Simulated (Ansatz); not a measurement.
C₃H₈GeO (SMILES C[CH](C)[Ge][OH])

Input file:

```
crystal:
  periodic: [false, false, false]
  atoms:
    - {symbol: C, position_ang: [-1.117129, -0.212863, 0.382946]}
    - {symbol: C, position_ang: [0.354852, 0.146595, 0.456271]}
    - {symbol: C, position_ang: [1.249473, -1.019184, 0.039835]}
    - {symbol: Ge, position_ang: [0.941388, 1.767742, -0.610690]}
    - {symbol: O, position_ang: [-0.593621, 2.194998, -1.423788]}
    - {symbol: H, position_ang: [-1.763022, 0.602701, 0.723528]}
    - {symbol: H, position_ang: [-1.415597, -0.476783, -0.638616]}
    - {symbol: H, position_ang: [-1.352068, -1.083640, 1.005500]}
    - {symbol: H, position_ang: [0.608013, 0.413223, 1.493028]}
    - {symbol: H, position_ang: [2.313136, -0.767441, 0.099086]}
    - {symbol: H, position_ang: [1.045755, -1.331083, -0.990277]}
    - {symbol: H, position_ang: [1.087229, -1.896000, 0.676131]}
    - {symbol: H, position_ang: [-1.337908, 1.626933, -1.198055]}
basis:
  gaussian: {orbitals: def2-TZVPP}
hamiltonian: {xc: pbe0, dispersion: d4}
output: {orbitals: {seedname: orbitals}}
```

Launched as:

```sh
ansatz run in.yaml --threads 4 --pin off --events-out ev --progress --plain --max-ram 11315MiB
```

Geometry: PBE0-D4/def2-TZVP.

The calculation used RKS PBE0-D4/def2-TZVPP in Ansatz.

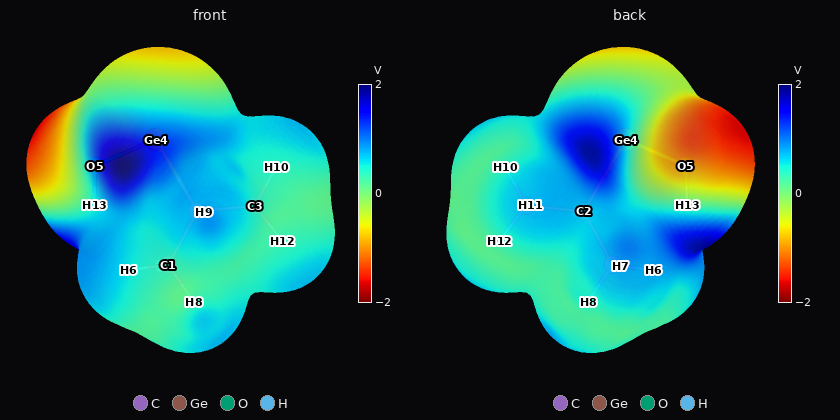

Figure 1. The electrostatic potential painted on the density surface at 0.002 e/bohr³, seen from the front and from behind; the colour scale runs from red (negative) to blue (positive).

**Where is the surface potential most negative and most positive?**

The most negative region (about −1.6 V, or −37 kcal/mol for a unit charge) lies over O5, the most positive (about +1.9 V, or +44 kcal/mol for a unit charge) over Ge4 and H13. O5 is the likeliest acceptor of a hydrogen bond.

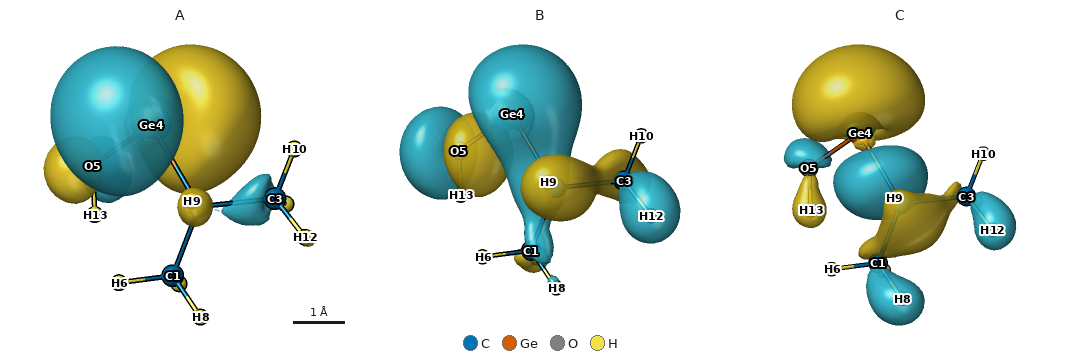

Figure 2. Three frontier orbitals at ±0.1 Å⁻³ᐟ² (yellow and cyan are the two phases), in no order.

**Order the three orbitals by energy and name them.**

B is the HOMO−1 (−8.66 eV). By Hirshfeld shares it lies mainly on O5 (about 40 %), Ge4 (about 30 %) and C2 (about 10 %). C is the HOMO (−6.26 eV). Its weight (Hirshfeld) is mainly on Ge4 (about 55 %) and C2 (about 25 %). A is the LUMO (−1.80 eV). By Hirshfeld shares it lies mainly on Ge4 (about 75 %) and O5 (about 10 %).

**What is the HOMO–LUMO gap?**

4.46 eV between the orbital energies.

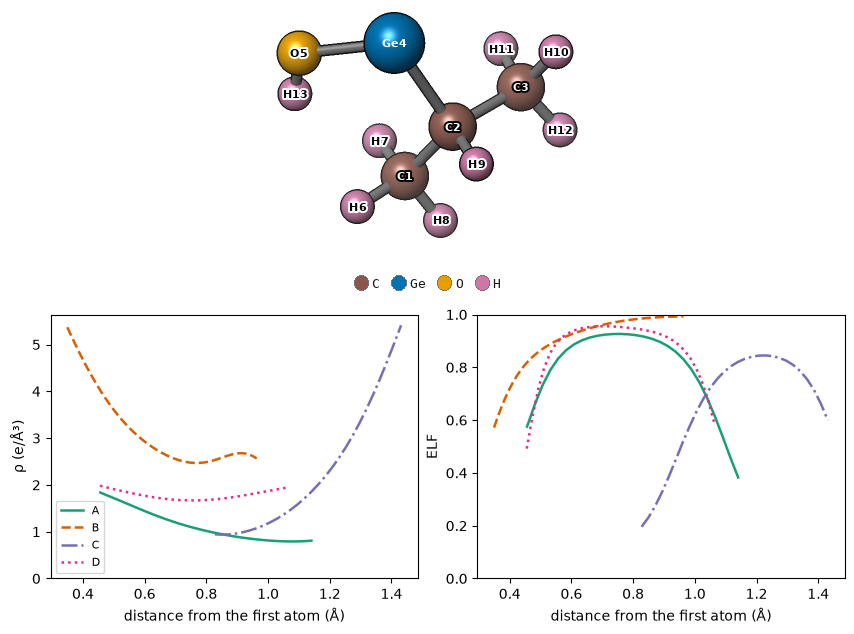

Figure 3. Total electron density and electron localisation function along straight lines between neighbouring atoms. The curves leave out the atomic cores. The structure is drawn too.

**Which curve belongs to which contact (C–C, C–Ge, Ge–O and O–H)? The first atom named is at distance zero.**

Curve A: C–Ge (2.03 Å): ρ is about 0.81 e/Å³ halfway; the ELF peaks at about 0.95 in the valence shell of C, 0.8 Å from its nucleus, and is about 0.75 at the midpoint. Curve B: O–H (0.96 Å): ρ at the midpoint is about 3.8 e/Å³; the ELF climbs to about 1 towards the hydrogen, as it does in any bond to H; an ordinary covalent bond to hydrogen. Curve C: Ge–O (1.79 Å): ρ at the midpoint is about 0.96 e/Å³; the ELF peaks at about 0.85 in the valence shell of O, 0.6 Å from its nucleus, and is about 0.35 at the midpoint. Curve D: C–C (1.52 Å): ρ at the midpoint is about 1.7 e/Å³; the ELF peaks at about 0.95 between the atoms (a shared electron pair).
